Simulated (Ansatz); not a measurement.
# Calculations on CS$_{2}$

### Relaxation

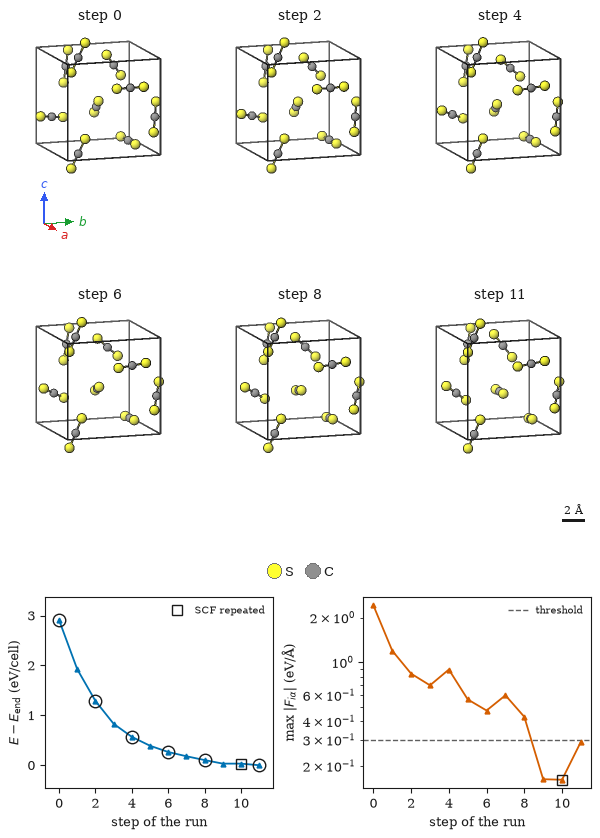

Frames of a relaxation of an amorphous cell of composition CS$_{2}$, marked on the history of the run. Style: ball-and-stick. Shown: the cell of the calculation (origin shifted), slightly off an axis.

The cell holds 8 CS2. The run prepares the start of a later molecular dynamics calculation, from a guessed geometry.

Level of theory: DFT PBE-D3(BJ), scalar-relativistic, plane waves, PAW (Ansatz). Set-up: plane-wave cutoff 420 eV; k-point mesh 1 × 1 × 1; occupations fermi dirac; smearing width 0.02 eV; no spin polarisation; atoms relaxed in a fixed cell; force threshold 0.3 eV/Å; at most 15 steps.

**What happens along the run?**

After 10 accepted moves (11 points after the start) the energy has fallen by 2.913 eV per cell of the calculation. The largest force component goes from 2.4 to 0.29 eV/Å. 1 step only repeated the SCF at the same geometry. The largest move is that of an S atom, 1.38 Å roughly along [0 1 −3]. By element the largest moves are S 1.38 Å, C 1.07 Å. The cell doesn't change. Near-neighbour distances that change, for instance: C–S 2.417 → 3.661 Å, S–S 2.907 → 4.011 Å, S–S 2.847 → 3.948 Å, C–S 1.561 → 1.566 Å. The run took 57 s on 1 thread of Arm Neoverse V1, with other jobs on the host, peak memory 0.59 GiB. From step 0 to 2: an S atom moves most (0.39 Å), energy −1.624 eV per cell of the calculation. From step 2 to 4: an S atom moves most (0.37 Å), energy −0.720 eV per cell of the calculation. From step 4 to 6: an S atom moves most (0.39 Å), energy −0.304 eV per cell of the calculation. From step 6 to 8: an S atom moves most (0.39 Å), energy −0.162 eV per cell of the calculation. From step 8 to 11: an S atom moves most (0.39 Å), energy −0.103 eV per cell of the calculation.

Limits of the set-up: the program's low-accuracy preset was used.

### Dynamics

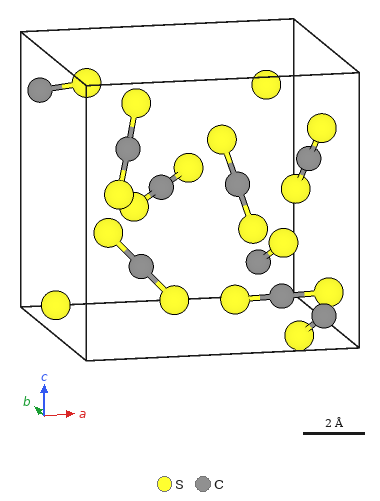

Starting frame of a dynamics run of a periodic cell with 8 CS2 at 1.264 g/cm³. Style: ball-and-stick. Shown: the simulation cell, slightly off an axis.

Computed with DFT PBE-D3(BJ), scalar-relativistic, plane waves, PAW in Ansatz 0.2.0.

The input:
```yaml
accuracy: low
crystal:
  lattice:
    - [9.283178, 0.0, 0.0]
    - [0.0, 9.283178, 0.0]
    - [0.0, 0.0, 9.283178]
  atoms:
    - { symbol: S, position: [0.56020691, 0.26416483, 0.72600182] }
    - { symbol: C, position: [0.60609685, 0.21693391, 0.57084059] }
    - { symbol: S, position: [0.65172281, 0.16980295, 0.41564615] }
    - { symbol: S, position: [0.91009158, 0.59455096, 0.46586526] }
    - { symbol: C, position: [0.93234648, 0.48849988, 0.59550559] }
    - { symbol: S, position: [0.95507317, 0.38413262, 0.72565258] }
    - { symbol: S, position: [0.31276466, 0.96554134, 0.26131143] }
    - { symbol: C, position: [0.41868476, 0.90488003, 0.14571965] }
    - { symbol: S, position: [0.52551823, 0.84487513, 0.03056914] }
    - { symbol: S, position: [0.93317632, 0.87699933, 0.21331744] }
    - { symbol: C, position: [0.87153942, 1.00413045, 0.12158028] }
    - { symbol: S, position: [0.81148265, 1.13081783, 0.02868265] }
    - { symbol: S, position: [0.55009826, 0.73044147, 0.532687] }
    - { symbol: C, position: [0.42533632, 0.62686504, 0.48804779] }
    - { symbol: S, position: [0.30041834, 0.52347685, 0.443302] }
    - { symbol: S, position: [1.0009154, 0.46926185, 0.11014311] }
    - { symbol: C, position: [0.83325384, 0.48557062, 0.10121289] }
    - { symbol: S, position: [0.66551183, 0.50129984, 0.09324728] }
    - { symbol: S, position: [0.21799152, 0.14696679, 0.89716605] }
    - { symbol: C, position: [0.17556015, 0.09517545, 0.74286267] }
    - { symbol: S, position: [0.1301849, 0.04383381, 0.58932688] }
    - { symbol: S, position: [-0.14933761, 0.79527778, 0.80773523] }
    - { symbol: C, position: [0.01250049, 0.75879115, 0.83459738] }
    - { symbol: S, position: [0.17463182, 0.72264179, 0.86003492] }
basis:
  ecutwfc: 420.0
kpoints:
  mp_grid: { grid: [1, 1, 1] }
hamiltonian:
  xc: pbe
  dispersion: d3bj
scf:
  occupations: { method: fermi_dirac, width: 0.02 }
  lower_state_search: "off"
md:
  timestep: 1
  n_steps: 220
  ensemble: nvt_langevin
  temperature: 500.0
  initial_velocities: maxwell_boltzmann
  seed: 208869
  friction: 0.02
```

Command:
```bash
ansatz run input.yaml --threads 1 --pin off --max-ram 3072MiB --backend cpu --events-out ev --progress --plain --runs-dir out
```

### Predict how the run goes.

The mean temperature in the second half is 449 K (standard deviation 88 K). The potential energy in the second half lies on average 43.6 meV per atom above the first frame. In the second half of the run the atoms are, in the root-mean-square, this far from where they began (common drift taken out): S 0.45 Å, C 0.32 Å. The heavy atoms stay within a fraction of a molecule's size of their starting places; so short a run doesn't tell a liquid from a solid.

Along the run (each row but the first and the last is the mean over the interval that it begins):

```json
{"time (fs)": "0.0", "potential energy (meV/atom)": "0.0", "T (K)": "479"}
{"time (fs)": "27.0", "potential energy (meV/atom)": "20.2", "T (K)": "458"}
{"time (fs)": "54.0", "potential energy (meV/atom)": "32.2", "T (K)": "450"}
{"time (fs)": "81.0", "potential energy (meV/atom)": "35.9", "T (K)": "366"}
{"time (fs)": "108.0", "potential energy (meV/atom)": "41.0", "T (K)": "365"}
{"time (fs)": "135.0", "potential energy (meV/atom)": "40.4", "T (K)": "386"}
{"time (fs)": "162.0", "potential energy (meV/atom)": "46.9", "T (K)": "488"}
{"time (fs)": "189.0", "potential energy (meV/atom)": "46.9", "T (K)": "523"}
{"time (fs)": "216.0", "potential energy (meV/atom)": "38.1", "T (K)": "605"}
```

The paths of the atoms:

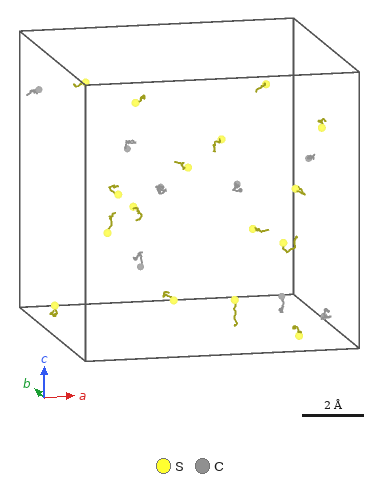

Limits of the set-up: the program's low-accuracy preset was used.

### Dynamics

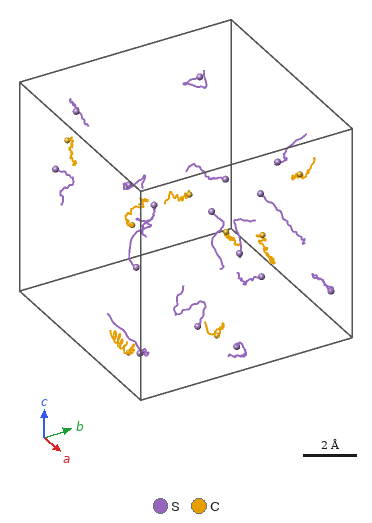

Molecular dynamics of a periodic cell with 8 CS2 at 1.264 g/cm³, 510 fs long. It starts from the last geometry of an earlier run, with fresh velocities. Lines trace each atom's path, in the colour of its element; spheres stand at the starting positions. Seen from a free direction in the simulation cell.

Theory: DFT PBE-D3(BJ), scalar-relativistic, plane waves, PAW in Ansatz. Settings: plane-wave cutoff 420 eV; k-point mesh 1 × 1 × 1; Fermi-Dirac smearing 0.02 eV; low-accuracy preset; Nosé-Hoover thermostat (NVT); set temperature 500 K; time step 1.5 fs; thermostat time 50.0 fs.

The input:
```yaml
accuracy: low
crystal:
  lattice:
    - [9.283178, 0.0, 0.0]
    - [0.0, 9.283178, 0.0]
    - [0.0, 0.0, 9.283178]
  atoms:
    - { symbol: S, position: [0.50482831, 0.2267057, 0.70344352] }
    - { symbol: C, position: [0.58831939, 0.19531047, 0.56512064] }
    - { symbol: S, position: [0.68948564, 0.1563283, 0.42702831] }
    - { symbol: S, position: [0.881129, 0.53441451, 0.48107275] }
    - { symbol: C, position: [0.91294804, 0.45358773, 0.62508814] }
    - { symbol: S, position: [0.9466778, 0.36540268, 0.76618299] }
    - { symbol: S, position: [0.32133647, 0.95453633, 0.34886988] }
    - { symbol: C, position: [0.40983305, 0.91359579, 0.2094814] }
    - { symbol: S, position: [0.49363965, 0.86058904, 0.06923732] }
    - { symbol: S, position: [0.97587948, 0.91277665, 0.23639338] }
    - { symbol: C, position: [0.86941038, 1.01774331, 0.15509867] }
    - { symbol: S, position: [0.77670584, 1.12372841, 0.0710436] }
    - { symbol: S, position: [0.4774786, 0.69926177, 0.57577837] }
    - { symbol: C, position: [0.3935379, 0.57742625, 0.49516633] }
    - { symbol: S, position: [0.28166195, 0.47380851, 0.41740684] }
    - { symbol: S, position: [0.97728926, 0.46639945, 0.10552555] }
    - { symbol: C, position: [0.80711813, 0.47044512, 0.06830924] }
    - { symbol: S, position: [0.64193837, 0.47405866, 0.02470308] }
    - { symbol: S, position: [0.22533127, 0.1383732, 0.93672669] }
    - { symbol: C, position: [0.17996638, 0.12203894, 0.77912408] }
    - { symbol: S, position: [0.12633733, 0.09705596, 0.62090652] }
    - { symbol: S, position: [-0.2110975, 0.76755129, 0.80050145] }
    - { symbol: C, position: [-0.04415878, 0.77656223, 0.82686135] }
    - { symbol: S, position: [0.1239269, 0.78036324, 0.85706946] }
basis:
  ecutwfc: 420.0
kpoints:
  mp_grid: { grid: [1, 1, 1] }
hamiltonian:
  xc: pbe
  dispersion: d3bj
scf:
  occupations: { method: fermi_dirac, width: 0.02 }
  lower_state_search: "off"
md:
  timestep: 1.5
  n_steps: 340
  ensemble: nvt_nose_hoover
  temperature: 500.0
  initial_velocities: maxwell_boltzmann
  seed: 912953
  nose_hoover: { tau: 50.0, chain_length: 3 }
```

Command:
```bash
ansatz run input.yaml --threads 1 --pin off --max-ram 3072MiB --backend cpu --events-out ev --progress --plain --runs-dir out
```

> What do the traces tell about the motion?

In the second half of the run the atoms are, in the root-mean-square, this far from where they began (common drift taken out): S 1.51 Å, C 1.00 Å. The molecules turn and drift from their places. The mean temperature in the second half is 552 K (standard deviation 83 K). The potential energy in the second half lies on average 17.4 meV per atom above the first frame.

Limits of the set-up: the program's low-accuracy preset was used.

Cost: 24 min on 1 thread of Arm Neoverse V1, on a shared host, peak memory 0.62 GiB.
